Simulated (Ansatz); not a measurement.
# Calibrating wB97X-V/def2-TZVPP on molecular compounds of Ge

The vertical ionisation energy (cation less neutral) in eV of 6 molecular compounds of Ge: x at wB97X-V/def2-TZVPP, y at CCSD(T)/def2-TZVPP. Shapes, held fixed at every level: PBE0-D4/def2-TZVP. Flexible molecules stand in one conformer, not always the lowest. Programs: Ansatz 0.2.0.

| molecule | x (eV) | y (eV) |
| --- | --- | --- |
| GeH3I (SMILES [GeH3][I]) | 9.85 | 9.79 |
| Ge(CH3)(SiH3)Cl2 | 10.18 | 10.13 |
| Ge(CH3)4 (tetramethylgermane) | 10.19 | 10.27 |
| GeH(GeH3)F2 | 10.98 | ? |
| GeH2(OH)F | 12.03 | 12.13 |
| GeH(CN)F2 | 13.45 | 13.63 |

**Question.** Fit y = c + s·x to the known rows and predict y for GeH(GeH3)F2.

**Answer.** 
1. Means of the 5 rows: x = 11.1400, y = 11.190.
2. Σ(Δx)² = 9.6164, Σ(Δx·Δy) = 10.171, so the slope is 10.171/9.6164 = 1.0577.
3. Intercept: 11.190 − (1.0577) × 11.1400 = -0.593. The largest residual of the fit is 0.085.
4. GeH(GeH3)F2: -0.593 + 1.0577 × 10.98 = 11.02 eV.

CCSD(T)/def2-TZVPP gives 11.04 eV, so the prediction is off by -0.02 eV, within the largest residual. Uncorrected, wB97X-V/def2-TZVPP misses GeH(GeH3)F2 by -0.06 eV, and the other rows by 0.09 on average. The line removes about 65 % of this miss. Left out in turn, the other rows are missed by 0.05 eV on average. Cations run unrestricted. For atoms past krypton def2 sets carry core potentials with scalar relativity. Relativity is left out for Ge. Outer-core shells of Ge, I are correlated, in sets that cover them unevenly.

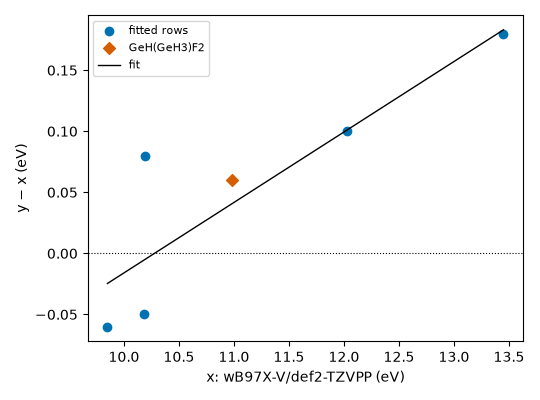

The correction y − x against x, with the fitted line and the withheld molecule.
